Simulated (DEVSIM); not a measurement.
Structure: GaAs p-i-n diode, at 400 K.

| layer (left to right) | material | thickness (μm) | Nd (cm⁻³) | Na (cm⁻³) | τn (s) | τp (s) |
|---|---|---|---|---|---|---|
| 1 | GaAs | 0.150 | - | 6.1e17 | 2.3e-9 | 2.3e-9 |
| 2 | GaAs | 46.0 | 1.4e11 | - | 2.3e-9 | 2.3e-9 |
| 3 | GaAs | 0.220 | 3.4e17 | - | 2.3e-9 | 2.3e-9 |

Left contact: ohmic. Right contact: ohmic. Voltage is applied to the left contact. Recombination: SRH at mid-gap, radiative, Auger. Mobility is μmin + (μ − μmin)/(1 + (N/Nref)^α).

Constants are typed, rounded textbook-type inputs, not results; the design itself was drawn at random and stands for no fabricated device. Values at 300 K; Nc and Nv go as T^1.5, mobilities as T to minus their exponent, the gap by Varshni's rule with the affinity fixed.

```
parameter             GaAs
----------------  --------
gap (eV)             1.424
affinity (eV)         4.07
permittivity          12.9
Nc (cm⁻³)           4.7e17
Nv (cm⁻³)             9e18
μn (cm²/Vs)           8500
μp (cm²/Vs)            400
μn,min                 500
μp,min                  20
Nref,n                6e16
Nref,p              1.5e17
αn                    0.39
αp                    0.38
T exponent of μn       2.1
T exponent of μp       2.2
B (cm³/s)            2e-10
Cn (cm⁶/s)           1e-30
Cp (cm⁶/s)           1e-30
Varshni α (eV/K)  0.000541
Varshni β (K)          204
```

Model (solved in DEVSIM): 1D drift-diffusion, Boltzmann statistics, complete ionisation; no tunnelling, impact ionisation, image-force lowering or self-heating.

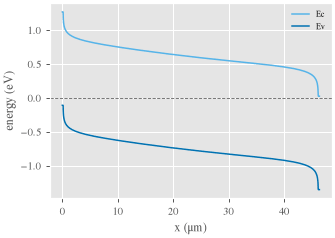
Figure: Band edges at zero bias

Energies count from the Fermi level of the right contact; mesh points crowd at the junctions.

```tsv
x (μm)	Ec (eV)	Ev (eV)	n (cm⁻³)	p (cm⁻³)	field (V/cm)
0.000	1.270	-0.108	< 1e2	6.1e17	≈ 0
0.03161	1.270	-0.108	< 1e2	6.1e17	≈ 0
0.08376	1.270	-0.108	< 1e2	6.1e17	≈ 0
0.1316	1.267	-0.110	< 1e2	5.7e17	-3500
0.1685	1.179	-0.198	1000	4.4e16	-21000
0.2303	1.107	-0.270	8200	5.4e15	-7300
0.3924	1.038	-0.339	60000	7.4e14	-2700
1.031	0.952	-0.425	740000	6.0e13	-780
2.347	0.888	-0.490	4700000	9.4e12	-330
5.799	0.812	-0.565	4.3e7	1.0e12	-160
14.04	0.704	-0.673	9.7e8	4.6e10	-110
34.66	0.510	-0.867	2.7e11	1.6e8	-86
41.67	0.435	-0.942	2.4e12	1.9e7	-160
44.34	0.372	-1.005	1.5e13	3000000	-380
45.63	0.288	-1.089	1.7e14	260000	-1300
45.96	0.222	-1.155	1.1e15	39000	-3300
46.09	0.158	-1.219	7.3e15	6100	-8400
46.14	0.088	-1.290	5.7e16	780	-23000
46.18	0.027	-1.350	3.3e17	140	-1500
46.24	0.026	-1.351	3.4e17	130	≈ 0
46.32	0.026	-1.351	3.4e17	130	≈ 0
46.37	0.026	-1.351	3.4e17	130	≈ 0
```
